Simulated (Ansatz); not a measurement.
Run report: BSiNH₅OF, geometry relaxation

BSiNH₅OF, SMILES NB(F)O[SiH3], computed with RKS PBE0-D4/def2-TZVP (Ansatz 0.2.0).

The geometry: PBE-D4/def2-SVP start. Figures and captions count atoms from 1; the log counts them from 0 in places.

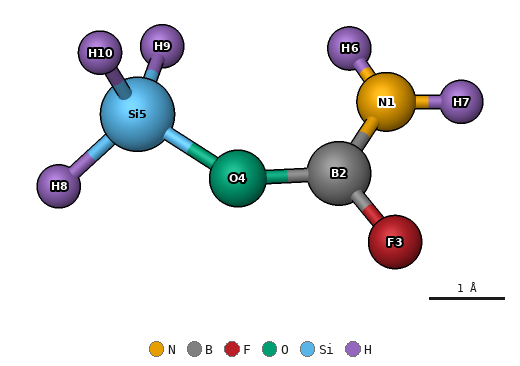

Fig. 1: The input geometry (ball-and-stick view, seen at a tilt; atoms are numbered from 1 in the order of the input). Bond lengths as drawn: B–F 1.35 Å, B–N 1.41 Å, B–O 1.38 Å, H–N 1.02 Å, H–Si 1.50 to 1.51 Å and O–Si 1.67 Å.

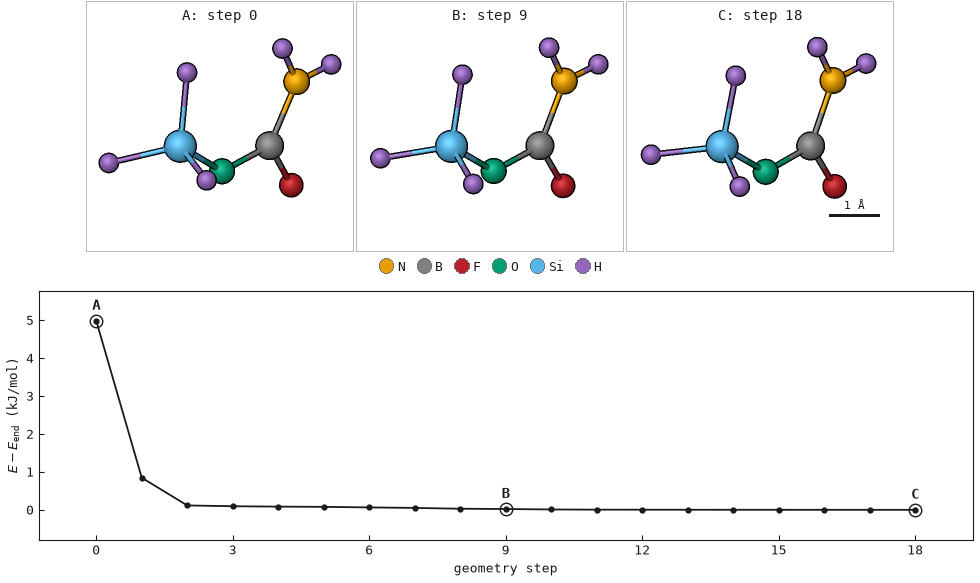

Fig. 2: Frames of the relaxation (ball-and-stick view, seen at a tilt) above the curves, on which the letters mark them (the first geometry is step 0 here and step 1 in the log).

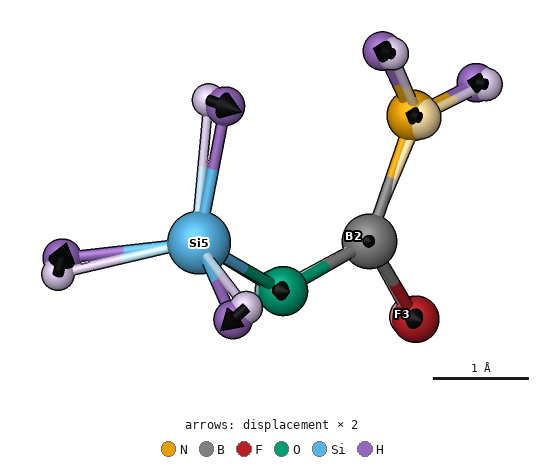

Fig. 3: Start (faint) and end (solid) with the displacements as black arrows, magnified 2 times (ball-and-stick view, seen at a tilt). The two geometries are laid on each other by the best rigid fit. Over 18 geometry steps the energy falls by 4.98 kJ/mol. The largest force component goes from 0.55 to 0.0022 eV/Å. The largest move after the best rigid fit is that of H9, 0.22 Å. By element the largest moves are H 0.22 Å, F 0.12 Å, O 0.11 Å, N 0.09 Å, B 0.05 Å, Si 0.04 Å. Among the contacts that change: O4–Si5 1.673 → 1.638 Å, Si5–H9 1.511 → 1.491 Å, Si5–H10 1.502 → 1.482 Å, N1–H6 1.018 → 1.003 Å. (Atoms are counted from 1 in the order of the input.)

The input and output of the run follow.

Input file
```yaml
crystal:
  periodic: [false, false, false]
  atoms:
    - {symbol: N, position_ang: [-0.954133, 0.868969, 1.162789]}
    - {symbol: B, position_ang: [-0.524965, 1.143537, -0.154697]}
    - {symbol: F, position_ang: [-0.878421, 2.314841, -0.723736]}
    - {symbol: O, position_ang: [0.241805, 0.291307, -0.915575]}
    - {symbol: Si, position_ang: [0.959642, -1.207447, -0.718884]}
    - {symbol: H, position_ang: [-0.747696, 0.003989, 1.658035]}
    - {symbol: H, position_ang: [-1.538324, 1.522068, 1.681966]}
    - {symbol: H, position_ang: [0.679312, -2.036229, -1.936851]}
    - {symbol: H, position_ang: [0.403973, -1.912370, 0.496302]}
    - {symbol: H, position_ang: [2.441906, -1.039765, -0.546550]}
basis:
  gaussian: {orbitals: def2-TZVP}
hamiltonian: {xc: pbe0, dispersion: d4}
relax: {f_tol: 0.005, max_steps: 150}
```

Launched with:
```bash
ansatz run in.yaml --threads 4 --pin off --events-out ev --progress --plain --max-ram 10444MiB
```

Output
```
Functional definition: PBE0
  name "PBE0"
  cite "Adamo & Barone, J. Chem. Phys. 110, 6158 (1999) doi:10.1063/1.478522"
  cite "Perdew, Burke & Ernzerhof, Phys. Rev. Lett. 77, 3865 (1996) doi:10.1103/PhysRevLett.77.3865"
  parent pbe
  parameter a = 0.25
  parameter kappa = 0.804
  parameter beta = 0.06672455060314922
  exchange = (1 - a)*pbe_x(kappa = kappa, mu = beta*pi^2/3) + a*exact_x
  correlation = pbe_c(beta = beta)
1119 factors; their error is unknown
mean field evaluation 1: about -14878.1488 eV, gradient 7.3e1 eV
mean field evaluation 2: about -14869.0114 eV, gradient 9.9e1 eV
mean field evaluation 4: about -14886.8289 eV, gradient 5.8e0 eV
mean field evaluation 8: about -14886.8799 eV, gradient 7.3e-2 eV
mean field evaluation 16: about -14886.9339 eV, gradient 5.6e-5 eV
mean field -14886.93394444 eV, -547.0847317318 hartree, gradient 5.6e-5 eV, S^2 0.000000; 0 other end points of the search recorded, 0 dependent functions left out
the calculation of the forces begins
reference -14886.93397886 eV, -547.0847329970 hartree; 24, 24 occupied and 167, 167 virtual orbitals, 1119 factors
relax step   1: F+E_penalty+E_count = -14887.08766351 eV  Δ(F+E_penalty+E_count) = +0.000e0 eV  max|allowed force component| = 5.528e-1 eV/Å  Δτ_max = 0.0000 Å  (26 SCF iters, accepted)
these checks for a lower state are left out or cut short: starts, cluster_reference, orbital_swaps, neighbouring_geometries, increment
1119 factors; their error is unknown
mean field -14886.97613589 eV, -547.0862822392 hartree, gradient 9.9e-6 eV, S^2 0.000000; 0 other end points of the search recorded, 0 dependent functions left out
[... from here on the field's lines of each further geometry are left out, up to the last ...]
relax step   2: F+E_penalty+E_count = -14887.13054919 eV  Δ(F+E_penalty+E_count) = -4.289e-2 eV  max|allowed force component| = 4.645e-1 eV/Å  Δτ_max = 0.0291 Å  (32 SCF iters, accepted)
relax step   3: F+E_penalty+E_count = -14887.13811614 eV  Δ(F+E_penalty+E_count) = -7.567e-3 eV  max|allowed force component| = 9.017e-2 eV/Å  Δτ_max = 0.0142 Å  (32 SCF iters, accepted)
relax step   4: F+E_penalty+E_count = -14887.13833779 eV  Δ(F+E_penalty+E_count) = -2.217e-4 eV  max|allowed force component| = 3.523e-2 eV/Å  Δτ_max = 0.0031 Å  (33 SCF iters, accepted)
relax step   5: F+E_penalty+E_count = -14887.13844004 eV  Δ(F+E_penalty+E_count) = -1.022e-4 eV  max|allowed force component| = 2.577e-2 eV/Å  Δτ_max = 0.0062 Å  (32 SCF iters, accepted)
relax step   6: F+E_penalty+E_count = -14887.13850927 eV  Δ(F+E_penalty+E_count) = -6.923e-5 eV  max|allowed force component| = 3.298e-2 eV/Å  Δτ_max = 0.0159 Å  (31 SCF iters, accepted)
relax step   7: F+E_penalty+E_count = -14887.13865968 eV  Δ(F+E_penalty+E_count) = -1.504e-4 eV  max|allowed force component| = 2.230e-2 eV/Å  Δτ_max = 0.0118 Å  (31 SCF iters, accepted)
relax step   8: F+E_penalty+E_count = -14887.13879280 eV  Δ(F+E_penalty+E_count) = -1.331e-4 eV  max|allowed force component| = 2.060e-3 eV/Å  Δτ_max = 0.0156 Å  (31 SCF iters, accepted)
relax step   9: F+E_penalty+E_count = -14887.13901788 eV  Δ(F+E_penalty+E_count) = -2.251e-4 eV  max|allowed force component| = 2.904e-2 eV/Å  Δτ_max = 0.0644 Å  (29 SCF iters, accepted)
relax step  10: F+E_penalty+E_count = -14887.13909443 eV  Δ(F+E_penalty+E_count) = -7.655e-5 eV  max|allowed force component| = 2.276e-2 eV/Å  Δτ_max = 0.0142 Å  (31 SCF iters, accepted)
relax step  11: F+E_penalty+E_count = -14887.13922015 eV  Δ(F+E_penalty+E_count) = -1.257e-4 eV  max|allowed force component| = 2.006e-2 eV/Å  Δτ_max = 0.0281 Å  (30 SCF iters, accepted)
relax step  12: F+E_penalty+E_count = -14887.13927055 eV  Δ(F+E_penalty+E_count) = -5.041e-5 eV  max|allowed force component| = 1.417e-2 eV/Å  Δτ_max = 0.0267 Å  (31 SCF iters, accepted)
relax step  13: F+E_penalty+E_count = -14887.13927989 eV  Δ(F+E_penalty+E_count) = -9.338e-6 eV  max|allowed force component| = 1.282e-2 eV/Å  Δτ_max = 0.0156 Å  (31 SCF iters, accepted)
relax step  14: F+E_penalty+E_count = -14887.13929782 eV  Δ(F+E_penalty+E_count) = -1.792e-5 eV  max|allowed force component| = 8.451e-3 eV/Å  Δτ_max = 0.0095 Å  (32 SCF iters, accepted)
relax step  15: F+E_penalty+E_count = -14887.13930275 eV  Δ(F+E_penalty+E_count) = -4.935e-6 eV  max|allowed force component| = 7.822e-3 eV/Å  Δτ_max = 0.0012 Å  (22 SCF iters, accepted)
relax step  16: F+E_penalty+E_count = -14887.13930866 eV  Δ(F+E_penalty+E_count) = -5.905e-6 eV  max|allowed force component| = 5.998e-3 eV/Å  Δτ_max = 0.0020 Å  (24 SCF iters, accepted)
relax step  17: F+E_penalty+E_count = -14887.13931205 eV  Δ(F+E_penalty+E_count) = -3.393e-6 eV  max|allowed force component| = 5.668e-3 eV/Å  Δτ_max = 0.0031 Å  (23 SCF iters, accepted)
relax step  18: F+E_penalty+E_count = -14887.13931707 eV  Δ(F+E_penalty+E_count) = -5.016e-6 eV  max|allowed force component| = 5.458e-3 eV/Å  Δτ_max = 0.0069 Å  (32 SCF iters, accepted)
the calculation of the forces begins
reference -14886.98482264 eV, -547.0866014712 hartree; 24, 24 occupied and 167, 167 virtual orbitals, 1119 factors
relax step  19: F+E_penalty+E_count = -14887.13931810 eV  Δ(F+E_penalty+E_count) = -1.032e-6 eV  max|allowed force component| = 2.188e-3 eV/Å  Δτ_max = 0.0021 Å  (23 SCF iters, accepted)
1119 factors; their error is unknown
mean field -14886.98478825 eV, -547.0866002074 hartree, gradient 7.4e-6 eV, S^2 0.000000; 1 other end points of the search recorded, 0 dependent functions left out
the calculation of the forces begins
reference -14886.98482264 eV, -547.0866014712 hartree; 24, 24 occupied and 167, 167 virtual orbitals, 1119 factors
Total energy: -14887.13935249 eV, -547.0922803384 hartree
Atom 0 at    -1.022917     0.822602     1.118534 Å, force    -0.001141    -0.000795     0.002188 eV/Å
Atom 1 at    -0.481172     1.141424    -0.134307 Å, force     0.000428     0.000170    -0.001211 eV/Å
Atom 2 at    -0.768919     2.332439    -0.671128 Å, force     0.000131     0.000367    -0.000182 eV/Å
Atom 3 at     0.327486     0.315975    -0.854265 Å, force    -0.000919     0.000444     0.000235 eV/Å
Atom 4 at     0.977180    -1.179594    -0.699780 Å, force     0.001352     0.000748    -0.000202 eV/Å
Atom 5 at    -0.856785    -0.047615     1.589393 Å, force     0.000224     0.000586    -0.000633 eV/Å
Atom 6 at    -1.615706     1.462670     1.614932 Å, force     0.000325    -0.000081    -0.000284 eV/Å
Atom 7 at     0.506812    -2.029593    -1.819338 Å, force    -0.000752    -0.000736     0.000270 eV/Å
Atom 8 at     0.562026    -1.798640     0.591046 Å, force    -0.000403    -0.000540    -0.000431 eV/Å
Atom 9 at     2.455093    -1.070768    -0.732288 Å, force     0.000756    -0.000163     0.000250 eV/Å
Dipole moment:    -0.069460    -0.333369     0.418413 e Å
```

Trajectory as extended XYZ (Å, eV, eV/Å), 10 of the 19 frames kept, from step=1 to step=19
```
10
Properties=species:S:1:pos:R:3:forces:R:3 step=1 energy=-14887.08766
N    -0.9541    0.8690    1.1628   -0.1281   0.0003   0.2074
B    -0.5250    1.1435   -0.1547    0.1123  -0.1248  -0.1060
F    -0.8784    2.3148   -0.7237    0.1286  -0.4735   0.2602
O     0.2418    0.2913   -0.9156    0.1053  -0.5114   0.4203
Si    0.9596   -1.2074   -0.7189   -0.2963   0.5443  -0.0267
H    -0.7477    0.0040    1.6580   -0.1234   0.5528  -0.3514
H    -1.5383    1.5221    1.6820    0.3847  -0.4114  -0.3434
H     0.6793   -2.0362   -1.9369    0.0428   0.2185   0.2599
H     0.4040   -1.9124    0.4963    0.1155   0.2028  -0.2799
H     2.4419   -1.0398   -0.5465   -0.3416   0.0023  -0.0405
10
Properties=species:S:1:pos:R:3:forces:R:3 step=3 energy=-14887.13812
N    -0.9443    0.8508    1.1495   -0.0019  -0.0076   0.0029
B    -0.5133    1.1228   -0.1562   -0.0170   0.0464  -0.0253
F    -0.8632    2.2875   -0.7142    0.0009   0.0006   0.0102
O     0.2447    0.2803   -0.9102    0.0345  -0.0902   0.0308
Si    0.9468   -1.1896   -0.7095   -0.0304   0.0791  -0.0315
H    -0.7450   -0.0043    1.6341    0.0066  -0.0173   0.0037
H    -1.5118    1.5000    1.6629   -0.0070   0.0150   0.0018
H     0.6642   -2.0105   -1.9089    0.0042  -0.0139  -0.0067
H     0.3956   -1.8701    0.4953   -0.0032  -0.0065   0.0152
H     2.4095   -1.0180   -0.5400    0.0132  -0.0055  -0.0012
10
Properties=species:S:1:pos:R:3:forces:R:3 step=5 energy=-14887.13844
N    -0.9490    0.8503    1.1488    0.0014  -0.0017   0.0035
B    -0.5127    1.1247   -0.1549   -0.0142  -0.0017  -0.0145
F    -0.8581    2.2910   -0.7115    0.0094   0.0021   0.0012
O     0.2445    0.2785   -0.9072   -0.0118   0.0161   0.0183
Si    0.9474   -1.1880   -0.7108    0.0159  -0.0258   0.0007
H    -0.7525   -0.0068    1.6320    0.0003   0.0044  -0.0039
H    -1.5140    1.5018    1.6627    0.0018  -0.0025  -0.0019
H     0.6622   -2.0151   -1.9065   -0.0023   0.0047   0.0019
H     0.4031   -1.8683    0.4990    0.0032   0.0025  -0.0027
H     2.4122   -1.0191   -0.5488   -0.0037   0.0020  -0.0026
10
Properties=species:S:1:pos:R:3:forces:R:3 step=7 energy=-14887.13866
N    -0.9603    0.8517    1.1481    0.0029  -0.0034  -0.0021
B    -0.5132    1.1251   -0.1521    0.0038  -0.0004   0.0085
F    -0.8430    2.2964   -0.7078    0.0020  -0.0056  -0.0065
O     0.2429    0.2738   -0.8991   -0.0080   0.0221  -0.0022
Si    0.9514   -1.1907   -0.7116    0.0072  -0.0223   0.0063
H    -0.7680   -0.0060    1.6320   -0.0063   0.0044  -0.0018
H    -1.5217    1.5073    1.6607    0.0016  -0.0044   0.0009
H     0.6541   -2.0177   -1.9045   -0.0014   0.0038   0.0030
H     0.4232   -1.8732    0.5042    0.0037   0.0038  -0.0039
H     2.4177   -1.0177   -0.5671   -0.0055   0.0020  -0.0023
10
Properties=species:S:1:pos:R:3:forces:R:3 step=9 energy=-14887.13902
N    -0.9874    0.8410    1.1382   -0.0009   0.0045  -0.0127
B    -0.4994    1.1322   -0.1438   -0.0029  -0.0029   0.0068
F    -0.8071    2.3119   -0.6945   -0.0048   0.0017   0.0154
O     0.2763    0.2902   -0.8803    0.0146  -0.0290   0.0044
Si    0.9640   -1.1871   -0.7069   -0.0062   0.0111  -0.0142
H    -0.8161   -0.0256    1.6138    0.0073   0.0020  -0.0059
H    -1.5606    1.4908    1.6450   -0.0008   0.0030  -0.0065
H     0.5901   -2.0262   -1.8713    0.0087   0.0115   0.0204
H     0.4842   -1.8421    0.5438    0.0084   0.0042  -0.0082
H     2.4389   -1.0362   -0.6412   -0.0234  -0.0060   0.0004
10
Properties=species:S:1:pos:R:3:forces:R:3 step=11 energy=-14887.13922
N    -1.0005    0.8331    1.1301    0.0018  -0.0033  -0.0099
B    -0.4922    1.1362   -0.1410   -0.0065   0.0040   0.0164
F    -0.7910    2.3222   -0.6829   -0.0002  -0.0045   0.0002
O     0.2946    0.3004   -0.8732   -0.0011   0.0020   0.0032
Si    0.9680   -1.1830   -0.7042    0.0089  -0.0201  -0.0038
H    -0.8304   -0.0355    1.6029    0.0001   0.0050  -0.0043
H    -1.5822    1.4782    1.6333    0.0037   0.0000  -0.0032
H     0.5584   -2.0305   -1.8495    0.0010   0.0081   0.0048
H     0.5136   -1.8234    0.5631    0.0010   0.0075  -0.0031
H     2.4447   -1.0489   -0.6757   -0.0087   0.0013  -0.0001
10
Properties=species:S:1:pos:R:3:forces:R:3 step=13 energy=-14887.13928
N    -1.0152    0.8243    1.1215    0.0011  -0.0004  -0.0115
B    -0.4856    1.1391   -0.1379    0.0103   0.0062   0.0128
F    -0.7743    2.3308   -0.6730   -0.0032  -0.0058  -0.0027
O     0.3144    0.3105   -0.8642   -0.0083   0.0033   0.0043
Si    0.9735   -1.1801   -0.7010    0.0031  -0.0060  -0.0033
H    -0.8487   -0.0466    1.5911   -0.0007   0.0013  -0.0004
H    -1.6011    1.4670    1.6226   -0.0002  -0.0008  -0.0005
H     0.5244   -2.0322   -1.8281    0.0030   0.0036   0.0066
H     0.5441   -1.8026    0.5838    0.0026   0.0000  -0.0050
H     2.4516   -1.0614   -0.7120   -0.0076  -0.0013  -0.0002
10
Properties=species:S:1:pos:R:3:forces:R:3 step=15 energy=-14887.13930
N    -1.0182    0.8230    1.1200    0.0029   0.0026  -0.0051
B    -0.4833    1.1404   -0.1363   -0.0020   0.0002  -0.0018
F    -0.7719    2.3319   -0.6717    0.0003  -0.0011   0.0008
O     0.3190    0.3131   -0.8615    0.0004  -0.0042   0.0078
Si    0.9747   -1.1795   -0.7004    0.0009   0.0009  -0.0039
H    -0.8519   -0.0478    1.5895   -0.0001  -0.0010   0.0010
H    -1.6064    1.4647    1.6197   -0.0003  -0.0003   0.0004
H     0.5174   -2.0320   -1.8237    0.0005   0.0020   0.0022
H     0.5511   -1.8000    0.5871    0.0002   0.0006  -0.0013
H     2.4527   -1.0650   -0.7199   -0.0029   0.0004  -0.0001
10
Properties=species:S:1:pos:R:3:forces:R:3 step=17 energy=-14887.13931
N    -1.0198    0.8229    1.1194   -0.0017  -0.0008   0.0036
B    -0.4825    1.1407   -0.1355    0.0025   0.0017  -0.0054
F    -0.7708    2.3319   -0.6716   -0.0013   0.0013  -0.0003
O     0.3223    0.3141   -0.8587    0.0004  -0.0043   0.0044
Si    0.9756   -1.1797   -0.7001   -0.0017   0.0057  -0.0013
H    -0.8533   -0.0475    1.5897   -0.0003   0.0002  -0.0003
H    -1.6101    1.4639    1.6177    0.0003  -0.0002   0.0002
H     0.5135   -2.0307   -1.8220   -0.0012  -0.0024  -0.0024
H     0.5550   -1.7997    0.5883   -0.0005  -0.0009   0.0013
H     2.4533   -1.0670   -0.7244    0.0034  -0.0003   0.0001
10
Properties=species:S:1:pos:R:3:forces:R:3 step=19 energy=-14887.13932
N    -1.0229    0.8226    1.1185   -0.0011  -0.0008   0.0022
B    -0.4812    1.1414   -0.1343    0.0004   0.0002  -0.0012
F    -0.7689    2.3324   -0.6711    0.0001   0.0004  -0.0002
O     0.3275    0.3160   -0.8543   -0.0009   0.0004   0.0002
Si    0.9772   -1.1796   -0.6998    0.0014   0.0007  -0.0002
H    -0.8568   -0.0476    1.5894    0.0002   0.0006  -0.0006
H    -1.6157    1.4627    1.6149    0.0003  -0.0001  -0.0003
H     0.5068   -2.0296   -1.8193   -0.0008  -0.0007   0.0003
H     0.5620   -1.7986    0.5910   -0.0004  -0.0005  -0.0004
H     2.4551   -1.0708   -0.7323    0.0008  -0.0002   0.0003
```

Summary

```tsv
quantity	value
outcome	converged
total energy	−14887.1394 eV
mean-field energy	−14886.9848 eV
dispersion energy	−0.1545 eV
SCF solution under orbital rotations	stable
largest force (length of the vector) at the end	0.003 eV/Å
dipole moment	2.59 D
hardware	4 threads of Arm Neoverse V2, 23 GiB of memory available, shared host
wall time	42 s (CPU time 2.6 min)
peak memory	0.45 GiB
```
